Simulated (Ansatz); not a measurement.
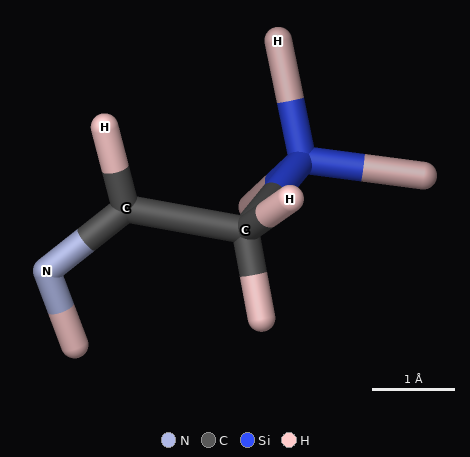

Figure 1. The starting structure (stick view, seen at a tilt). Bond lengths as drawn: C–C 1.49 Å, C–H 1.09 to 1.10 Å, C–N 1.26 Å, C–Si 1.89 Å, H–N 1.02 Å and H–Si 1.49 Å.

C₂H₇NSi: molecular dynamics (part 1 of 2)

C₂H₇NSi, SMILES N=CC[SiH3], computed with UKS revPBE/def2-SVP (Ansatz 0.2.0).

The geometry comes from this level: PBE0-D4/def2-TZVP. Figures and captions count atoms from 1; the log counts them from 0 in places.

### Output
```
Functional definition: revPBE
  name "revPBE"
  cite "Zhang & Yang, Phys. Rev. Lett. 80, 890 (1998) doi:10.1103/PhysRevLett.80.890"
  cite "Perdew, Burke & Ernzerhof, Phys. Rev. Lett. 77, 3865 (1996) doi:10.1103/PhysRevLett.77.3865"
  parameter kappa = 1.245
  parameter beta = 0.06672455060314922
  exchange = pbe_x(kappa = kappa, mu = beta*pi^2/3)
  correlation = pbe_c(beta = beta)
1090 factors; their error is unknown
mean field evaluation 1: about -11538.9006 eV, gradient 4.1e1 eV
mean field evaluation 2: about -11521.4381 eV, gradient 6.8e1 eV
mean field evaluation 4: about -11546.8102 eV, gradient 9.1e0 eV
mean field evaluation 8: about -11547.1884 eV, gradient 1.4e-1 eV
mean field evaluation 16: about -11547.1166 eV, gradient 1.1e-4 eV
mean field -11547.11656421 eV, -424.3487068181 hartree, gradient 2.7e-5 eV, S^2 0.000000; 0 other end points of the search recorded, 0 dependent functions left out
the calculation of the forces begins
reference -11547.11660711 eV, -424.3487083947 hartree; 20, 20 occupied and 75, 75 virtual orbitals, 1090 factors
md step     0: t =     0.00 fs  T =  1500.0 K  F+E_penalty+E_count = -11547.11656421 eV  E_kin = 1.745010 eV  conserved = -11545.37155423 eV  (30 SCF iters)
these checks for a lower state are left out or cut short: starts, cluster_reference, orbital_swaps, neighbouring_geometries, increment
1090 factors; their error is unknown
mean field -11546.56965368 eV, -424.3286082269 hartree, gradient 1.5e-5 eV, S^2 0.000000; 0 other end points of the search recorded, 0 dependent functions left out
the calculation of the forces begins
reference -11546.56969545 eV, -424.3286097617 hartree; 20, 20 occupied and 75, 75 virtual orbitals, 1090 factors
md step     1: t =     2.00 fs  T =  1140.4 K  F+E_penalty+E_count = -11546.56965368 eV  E_kin = 1.326720 eV  conserved = -11545.24296537 eV  (32 SCF iters)
[... from here on the SCF iterations and repeated set-up lines of each step are left out, up to the last step ...]
md step     2: t =     4.00 fs  T =   758.4 K  F+E_penalty+E_count = -11546.14295312 eV  E_kin = 0.882303 eV  conserved = -11545.26090591 eV  (32 SCF iters)
md step     3: t =     6.00 fs  T =   613.5 K  F+E_penalty+E_count = -11545.97924029 eV  E_kin = 0.713673 eV  conserved = -11545.26629008 eV  (32 SCF iters)
md step     4: t =     8.00 fs  T =   542.5 K  F+E_penalty+E_count = -11545.87264433 eV  E_kin = 0.631142 eV  conserved = -11545.24293665 eV  (33 SCF iters)
md step     5: t =    10.00 fs  T =   873.9 K  F+E_penalty+E_count = -11546.35307564 eV  E_kin = 1.016700 eV  conserved = -11545.33910960 eV  (32 SCF iters)
md step     6: t =    12.00 fs  T =   957.6 K  F+E_penalty+E_count = -11546.39511049 eV  E_kin = 1.114051 eV  conserved = -11545.28582755 eV  (32 SCF iters)
md step     7: t =    14.00 fs  T =   820.6 K  F+E_penalty+E_count = -11546.22616854 eV  E_kin = 0.954694 eV  conserved = -11545.27852702 eV  (33 SCF iters)
md step     8: t =    16.00 fs  T =   889.7 K  F+E_penalty+E_count = -11546.31160156 eV  E_kin = 1.034981 eV  conserved = -11545.28623343 eV  (32 SCF iters)
md step     9: t =    18.00 fs  T =   746.1 K  F+E_penalty+E_count = -11546.18951502 eV  E_kin = 0.867946 eV  conserved = -11545.33395082 eV  (30 SCF iters)
md step    10: t =    20.00 fs  T =   689.5 K  F+E_penalty+E_count = -11546.08822665 eV  E_kin = 0.802104 eV  conserved = -11545.30127805 eV  (32 SCF iters)
md step    11: t =    22.00 fs  T =   692.1 K  F+E_penalty+E_count = -11546.06543663 eV  E_kin = 0.805113 eV  conserved = -11545.27850637 eV  (32 SCF iters)
md step    12: t =    24.00 fs  T =   536.4 K  F+E_penalty+E_count = -11545.81777827 eV  E_kin = 0.623973 eV  conserved = -11545.21499567 eV  (33 SCF iters)
md step    13: t =    26.00 fs  T =   866.0 K  F+E_penalty+E_count = -11546.27047584 eV  E_kin = 1.007432 eV  conserved = -11545.28810997 eV  (32 SCF iters)
md step    14: t =    28.00 fs  T =  1000.2 K  F+E_penalty+E_count = -11546.35779117 eV  E_kin = 1.163595 eV  conserved = -11545.22480490 eV  (32 SCF iters)
md step    15: t =    30.00 fs  T =  1113.1 K  F+E_penalty+E_count = -11546.59456114 eV  E_kin = 1.294972 eV  conserved = -11545.33683334 eV  (32 SCF iters)
md step    16: t =    32.00 fs  T =   883.5 K  F+E_penalty+E_count = -11546.30132747 eV  E_kin = 1.027823 eV  conserved = -11545.31730393 eV  (32 SCF iters)
md step    17: t =    34.00 fs  T =   548.6 K  F+E_penalty+E_count = -11545.81691321 eV  E_kin = 0.638234 eV  conserved = -11545.22747217 eV  (32 SCF iters)
md step    18: t =    36.00 fs  T =   642.2 K  F+E_penalty+E_count = -11546.01657724 eV  E_kin = 0.747127 eV  conserved = -11545.32277444 eV  (33 SCF iters)
md step    19: t =    38.00 fs  T =   579.7 K  F+E_penalty+E_count = -11545.85755163 eV  E_kin = 0.674438 eV  conserved = -11545.24143748 eV  (32 SCF iters)
md step    20: t =    40.00 fs  T =   791.4 K  F+E_penalty+E_count = -11546.23981863 eV  E_kin = 0.920687 eV  conserved = -11545.38349293 eV  (32 SCF iters)
md step    21: t =    42.00 fs  T =   862.8 K  F+E_penalty+E_count = -11546.27190782 eV  E_kin = 1.003748 eV  conserved = -11545.34021086 eV  (33 SCF iters)
md step    22: t =    44.00 fs  T =   733.9 K  F+E_penalty+E_count = -11546.07837708 eV  E_kin = 0.853747 eV  conserved = -11545.30446498 eV  (33 SCF iters)
md step    23: t =    46.00 fs  T =   703.5 K  F+E_penalty+E_count = -11546.08818010 eV  E_kin = 0.818462 eV  conserved = -11545.35694346 eV  (32 SCF iters)
md step    24: t =    48.00 fs  T =   518.1 K  F+E_penalty+E_count = -11545.77493069 eV  E_kin = 0.602675 eV  conserved = -11545.26609860 eV  (32 SCF iters)
md step    25: t =    50.00 fs  T =   615.6 K  F+E_penalty+E_count = -11546.03671186 eV  E_kin = 0.716195 eV  conserved = -11545.42088642 eV  (32 SCF iters)
md step    26: t =    52.00 fs  T =   615.1 K  F+E_penalty+E_count = -11545.92301765 eV  E_kin = 0.715532 eV  conserved = -11545.31531571 eV  (32 SCF iters)
md step    27: t =    54.00 fs  T =   789.7 K  F+E_penalty+E_count = -11546.20267440 eV  E_kin = 0.918711 eV  conserved = -11545.40073900 eV  (33 SCF iters)
md step    28: t =    56.00 fs  T =   815.6 K  F+E_penalty+E_count = -11546.19715693 eV  E_kin = 0.948797 eV  conserved = -11545.37576275 eV  (32 SCF iters)
md step    29: t =    58.00 fs  T =   875.1 K  F+E_penalty+E_count = -11546.21826401 eV  E_kin = 1.018063 eV  conserved = -11545.33920351 eV  (33 SCF iters)
these checks for a lower state are left out or cut short: starts, cluster_reference, orbital_swaps, neighbouring_geometries, increment
1090 factors; their error is unknown
mean field -11546.29941206 eV, -424.3186770303 hartree, gradient 9.5e-6 eV, S^2 0.000000; 0 other end points of the search recorded, 0 dependent functions left out
the calculation of the forces begins
reference -11546.29945475 eV, -424.3186785992 hartree; 20, 20 occupied and 75, 75 virtual orbitals, 1090 factors
1090 factors; their error is unknown
mean field evaluation 256: about -11546.3699 eV, gradient 1.0e0 eV
mean field -11546.29941206 eV, -424.3186770303 hartree, gradient 1.8e-5 eV, S^2 0.000000; 1 other end points of the search recorded, 0 dependent functions left out
the calculation of the forces begins
reference -11546.29945475 eV, -424.3186785992 hartree; 20, 20 occupied and 75, 75 virtual orbitals, 1090 factors
md step    30: t =    60.00 fs  T =   924.8 K  F+E_penalty+E_count = -11546.29941206 eV  E_kin = 1.075833 eV  conserved = -11545.37532820 eV  (33 SCF iters)
```

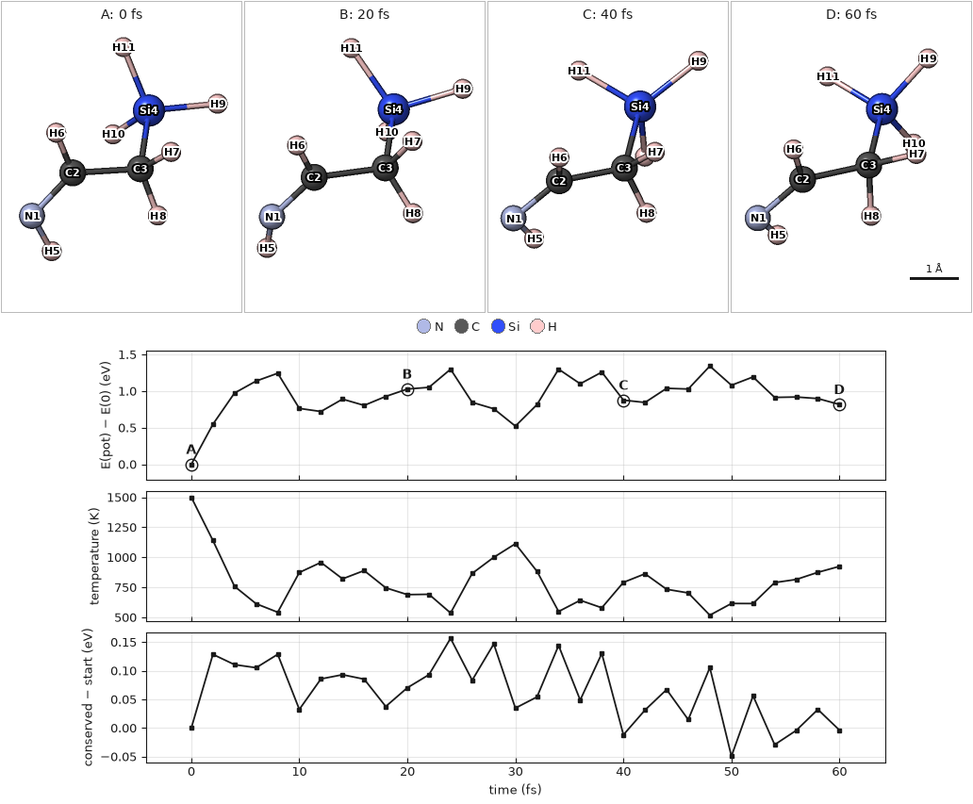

Figure 2. Frames of the molecular dynamics (ball-and-stick, seen at a tilt) above the curves, on which the letters mark them. The trajectory kept here has 31 frames over 60 fs. The temperature starts at 1500 K, ranges from 518 to 1500 K and averages 751 K over the second half. The potential energy ends 0.817 eV above its first value. The conserved quantity stays within 0.21 eV. After an unweighted best fit of the last frame on the first, the root-mean-square displacement is 0.74 Å, and H11 has moved furthest (1.19 Å).

```
Total energy: -11546.29945475 eV, -424.3186785992 hartree
Atom 0 at    -1.637343     1.650010     0.508763 Å, force     1.210346    -2.150424    -1.327462 eV/Å
Atom 1 at    -0.742043     0.842499     1.014591 Å, force     1.283152     0.719481     1.446752 eV/Å
Atom 2 at    -0.183135    -0.484177     0.437331 Å, force    -1.502721    -0.779189    -0.177086 eV/Å
Atom 3 at     1.151531    -0.587344    -0.939491 Å, force     0.088163    -0.166891    -0.562136 eV/Å
Atom 4 at    -1.834515     1.184636    -0.469130 Å, force    -0.265390     0.963172     1.427534 eV/Å
Atom 5 at    -0.238433     1.126000     2.003444 Å, force    -0.749520     0.042890    -0.613623 eV/Å
Atom 6 at     0.133042    -1.431352     1.111087 Å, force    -0.979038     2.192656    -0.663343 eV/Å
Atom 7 at    -1.181579    -0.689137    -0.069957 Å, force     0.923545    -1.101039    -0.116275 eV/Å
Atom 8 at     2.304702    -1.383384    -0.449681 Å, force     0.288732    -0.158979     0.289560 eV/Å
Atom 9 at     0.646158    -1.346563    -2.140385 Å, force    -0.230923    -0.081739     0.114392 eV/Å
Atom 10 at     1.722109     0.640807    -1.556865 Å, force    -0.066344     0.520062     0.181686 eV/Å
Dipole moment:     0.140692    -0.384384    -0.012463 e Å
```

### Trajectory as extended XYZ (Å, eV, eV/Å), 31 frames, from step=0 to step=30
```
11
Properties=species:S:1:pos:R:3:forces:R:3 step=0 time_fs=0.0 energy=-11547.11656 temperature=1500.0
N    -1.6371    1.5110    0.4661   -0.8297   1.2271  -0.0035
C    -0.5947    0.8905    0.8221    0.3922  -0.4637   0.1363
C    -0.1978   -0.5083    0.4908    0.1329   0.0121  -0.0098
Si    1.1003   -0.5460   -0.8838    0.1326  -0.0775  -0.1035
H    -2.2461    0.9095   -0.0934   -0.3822  -0.3953  -0.3579
H     0.1283    1.4507    1.4249    0.4701   0.3254   0.3786
H     0.2412   -0.9982    1.3663    0.2424  -0.2889   0.4330
H    -1.0626   -1.0960    0.1679   -0.4355  -0.3245  -0.1659
H     1.5508   -1.9452   -1.1055    0.1217  -0.3284  -0.0752
H     0.5140   -0.0108   -2.1388   -0.1256   0.1231  -0.3073
H     2.2691    0.2858   -0.4960    0.2811   0.1905   0.0751
11
Properties=species:S:1:pos:R:3:forces:R:3 step=1 time_fs=2.0 energy=-11546.56965 temperature=1140.4
N    -1.6479    1.5522    0.4743   -0.2420  -3.1960  -1.2830
C    -0.6001    0.8494    0.8103    0.2969   3.6446   2.2000
C    -0.1886   -0.4968    0.4996   -0.9875   0.4206  -2.9758
Si    1.0989   -0.5451   -0.8914    1.0835   0.0446   1.1286
H    -2.1807    0.7531   -0.1167    0.3914   2.1286   0.8725
H     0.1480    1.4212    1.5332   -0.9297  -0.7616  -1.1461
H     0.2538   -0.9657    1.2894    1.5981  -1.6607   2.9574
H    -1.0159   -1.1105    0.1509   -0.7226  -0.4895  -0.2258
H     1.5190   -1.9632   -1.0030    0.2573  -0.3603  -0.0907
H     0.5480   -0.1234   -2.1474   -0.4999   0.5014  -1.1429
H     2.2669    0.3399   -0.4464   -0.2454  -0.2717  -0.2942
11
Properties=species:S:1:pos:R:3:forces:R:3 step=2 time_fs=4.0 energy=-11546.14295 temperature=758.4
N    -1.6595    1.5845    0.4790    1.1246  -5.4408  -1.3607
C    -0.6047    0.8199    0.8056   -0.5706   6.2228   3.2702
C    -0.1824   -0.4839    0.4988    0.0203  -2.6694  -1.2406
Si    1.0990   -0.5441   -0.8974    1.4233  -0.0587   1.2258
H    -2.1004    0.6783   -0.1066   -0.2245   2.9637   0.7715
H     0.1321    1.3625    1.5977   -1.0436  -0.7792  -1.5339
H     0.3277   -0.9969    1.3256    0.0801  -0.0988   0.3852
H    -0.9969   -1.1436    0.1252   -0.1915  -0.0734   0.0990
H     1.4970   -1.9951   -0.9040    0.2586   0.0189  -0.1306
H     0.5629   -0.2168   -2.1998   -0.3806   0.4531  -0.9125
H     2.2552    0.3836   -0.4081   -0.4961  -0.5381  -0.5733
11
Properties=species:S:1:pos:R:3:forces:R:3 step=3 time_fs=6.0 energy=-11545.97924 temperature=613.5
N    -1.6679    1.6019    0.4799    2.2005  -5.2031  -0.6567
C    -0.6110    0.8104    0.8113   -1.3136   6.2234   3.0612
C    -0.1763   -0.4795    0.4940    0.4647  -4.3597  -0.1159
Si    1.1010   -0.5432   -0.9018    1.0993  -0.4083   0.4218
H    -2.0286    0.7169   -0.0670   -1.2854   2.1652  -0.1954
H     0.0762    1.2739    1.6034   -0.2354   0.0408  -0.7441
H     0.4047   -1.0318    1.3766   -1.1297   0.9919  -1.3935
H    -0.9852   -1.1796    0.1033    0.3009   0.3380   0.4149
H     1.4849   -2.0262   -0.8100    0.2369   0.4763  -0.2645
H     0.5633   -0.2929   -2.2871    0.0537   0.2518   0.1552
H     2.2246    0.4067   -0.3917   -0.3920  -0.5161  -0.6830
11
Properties=species:S:1:pos:R:3:forces:R:3 step=4 time_fs=8.0 energy=-11545.87264 temperature=542.5
N    -1.6702    1.6049    0.4790    3.6504  -1.6386   1.7112
C    -0.6216    0.8209    0.8270   -2.5207   3.5376   0.7624
C    -0.1686   -0.4892    0.4888    0.0385  -3.3447   0.0403
Si    1.1046   -0.5429   -0.9056    0.4960  -0.9360  -0.3460
H    -2.0060    0.8385   -0.0349   -2.8630  -1.1870  -2.5963
H     0.0113    1.1869    1.5806    1.5729   1.5528   1.5239
H     0.4384   -1.0287    1.3743   -1.2927   1.0315  -1.5253
H    -0.9620   -1.2027    0.0974    0.2605   0.3126   0.4603
H     1.4818   -2.0391   -0.7260    0.2689   0.7053  -0.4350
H     0.5657   -0.3594   -2.3686    0.3612   0.1690   1.0062
H     2.1790    0.4101   -0.4015    0.0279  -0.2025  -0.6017
11
Properties=species:S:1:pos:R:3:forces:R:3 step=5 time_fs=10.0 energy=-11546.35308 temperature=873.9
N    -1.6625    1.6034    0.4828    2.4825  -1.3400   1.2487
C    -0.6403    0.8428    0.8450   -1.7642   0.9486  -0.0407
C    -0.1608   -0.5097    0.4838   -0.7833  -0.4887  -0.5968
Si    1.1088   -0.5438   -0.9099   -0.1573  -1.4038  -0.7786
H    -2.0930    0.9146   -0.1021   -1.7204  -0.4601  -1.6985
H     0.0066    1.1593    1.6162    1.2615   1.6325   1.4348
H     0.4226   -0.9862    1.3135   -0.3823   0.1675  -0.1611
H    -0.9288   -1.2138    0.1090   -0.3382  -0.1479   0.2225
H     1.4891   -2.0250   -0.6587    0.3627   0.6083  -0.5550
H     0.5819   -0.4195   -2.4115    0.4367   0.1810   1.3047
H     2.1344    0.4057   -0.4343    0.6023   0.3026  -0.3801
11
Properties=species:S:1:pos:R:3:forces:R:3 step=6 time_fs=12.0 energy=-11546.39511 temperature=957.6
N    -1.6479    1.5982    0.4901   -1.2855  -1.6225  -1.4972
C    -0.6647    0.8678    0.8630    1.2633  -1.0665   1.2632
C    -0.1555   -0.5317    0.4768   -2.3101   2.6923  -2.4175
Si    1.1128   -0.5467   -0.9153   -0.4771  -1.4320  -0.6907
H    -2.2460    0.9733   -0.2345    1.2822   1.5361   1.3810
H     0.0502    1.1942    1.7068   -0.8090   0.6412  -0.8134
H     0.3922   -0.9372    1.2466    1.5170  -1.3066   2.5134
H    -0.9085   -1.2306    0.1292   -0.8880  -0.5207  -0.0039
H     1.5102   -1.9875   -0.6126    0.5003   0.2232  -0.5668
H     0.6149   -0.4726   -2.4045    0.2984   0.2232   1.0381
H     2.1128    0.4129   -0.4817    0.9085   0.6323  -0.2061
11
Properties=species:S:1:pos:R:3:forces:R:3 step=7 time_fs=14.0 energy=-11546.22617 temperature=820.6
N    -1.6369    1.5885    0.4932   -3.7314   0.3537  -2.5268
C    -0.6850    0.8893    0.8850    3.1920  -2.7749   1.5702
C    -0.1576   -0.5451    0.4621   -1.4888   2.3881  -0.5373
Si    1.1162   -0.5515   -0.9216   -0.0536  -0.8155   0.1425
H    -2.3501    1.0908   -0.3141    2.4935   1.1640   2.3635
H     0.0629    1.2537    1.7663   -1.5318   0.0275  -1.6079
H     0.4199   -0.9382    1.2758    0.5007  -0.5913   1.0284
H    -0.9222   -1.2673    0.1492   -0.5668  -0.1584   0.1356
H     1.5506   -1.9415   -0.5881    0.6426  -0.2736  -0.4867
H     0.6593   -0.5173   -2.3577   -0.0487   0.2593   0.1345
H     2.1260    0.4443   -0.5371    0.5923   0.4211  -0.2160
11
Properties=species:S:1:pos:R:3:forces:R:3 step=8 time_fs=16.0 energy=-11546.31160 temperature=889.7
N    -1.6362    1.5798    0.4894   -3.7962   1.9374  -1.9750
C    -0.6951    0.9020    0.9122    3.0048  -3.2298   0.7065
C    -0.1645   -0.5508    0.4456   -0.4258   1.0001   1.8913
Si    1.1195   -0.5575   -0.9277    0.8141  -0.0666   1.4100
H    -2.3587    1.2530   -0.3033    2.2138   0.0594   1.8584
H     0.0169    1.3143    1.7643   -1.1377  -0.2701  -1.2035
H     0.4668   -0.9618    1.3445   -1.0162   0.3819  -1.2315
H    -0.9576   -1.3102    0.1745    0.2050   0.5724   0.3363
H     1.6156   -1.9059   -0.5822    0.6879  -0.5347  -0.3918
H     0.7019   -0.5521   -2.3058   -0.4965   0.2492  -1.1368
H     2.1619    0.4919   -0.6008   -0.0533  -0.0991  -0.2639
11
Properties=species:S:1:pos:R:3:forces:R:3 step=9 time_fs=18.0 energy=-11546.18952 temperature=746.1
N    -1.6459    1.5764    0.4801    1.2927   2.7332   2.9379
C    -0.6956    0.9043    0.9416    0.1962  -2.7483  -1.9094
C    -0.1728   -0.5534    0.4352   -0.0659   0.5450   2.7278
Si    1.1239   -0.5635   -0.9319    1.3988   0.2025   1.8141
H    -2.2826    1.4178   -0.2212   -1.7701  -1.6434  -2.5342
H    -0.0727    1.3646    1.7162    0.4034   0.0692   0.5456
H     0.4748   -0.9709    1.3660   -1.2801   0.5611  -1.7542
H    -0.9853   -1.3311    0.2126    0.5484   0.9153   0.2692
H     1.7070   -1.8908   -0.5914    0.5016  -0.3232  -0.3565
H     0.7256   -0.5774   -2.2973   -0.6651   0.1831  -1.5357
H     2.1958    0.5357   -0.6747   -0.5600  -0.4944  -0.2048
11
Properties=species:S:1:pos:R:3:forces:R:3 step=10 time_fs=20.0 energy=-11546.08823 temperature=689.5
N    -1.6520    1.5806    0.4790    2.6604   1.9573   3.9843
C    -0.6954    0.8978    0.9649   -2.0759  -2.4787  -4.1213
C    -0.1813   -0.5541    0.4335    0.0936   1.1239   2.2682
Si    1.1303   -0.5693   -0.9336    1.3784   0.0116   0.7525
H    -2.2741    1.5198   -0.2361   -2.2363  -1.6147  -3.1227
H    -0.1471    1.4177    1.6889    1.6381   0.5506   2.0278
H     0.4338   -0.9584    1.3204   -0.5643   0.1690  -0.8526
H    -0.9920   -1.3171    0.2612    0.1752   0.6240  -0.0364
H     1.8179   -1.8880   -0.6142    0.1005   0.1488  -0.3415
H     0.7238   -0.5957   -2.3476   -0.4090   0.1095  -0.5085
H     2.2083    0.5607   -0.7566   -0.7606  -0.6016  -0.0497
11
Properties=species:S:1:pos:R:3:forces:R:3 step=11 time_fs=22.0 energy=-11546.06544 temperature=692.1
N    -1.6509    1.5902    0.4888   -1.4683   1.6105  -0.8832
C    -0.7019    0.8833    0.9750   -1.0208  -0.7076  -2.6335
C    -0.1896   -0.5513    0.4391   -0.4615   2.6407   0.0516
Si    1.1385   -0.5751   -0.9343    0.9868  -0.3458  -0.5545
H    -2.3513    1.5602   -0.3707    2.0353  -1.3679   1.9006
H    -0.1588    1.4920    1.7392    0.4058  -0.9798   0.3036
H     0.3710   -0.9395    1.2421    1.2559  -0.9233   1.6961
H    -0.9919   -1.2791    0.3085   -0.6552  -0.0880  -0.4255
H     1.9327   -1.8795   -0.6501   -0.3349   0.5122  -0.2672
H     0.7064   -0.6099   -2.4175   -0.0962   0.0450   0.6718
H     2.1917    0.5627   -0.8405   -0.6469  -0.3962   0.1404
```
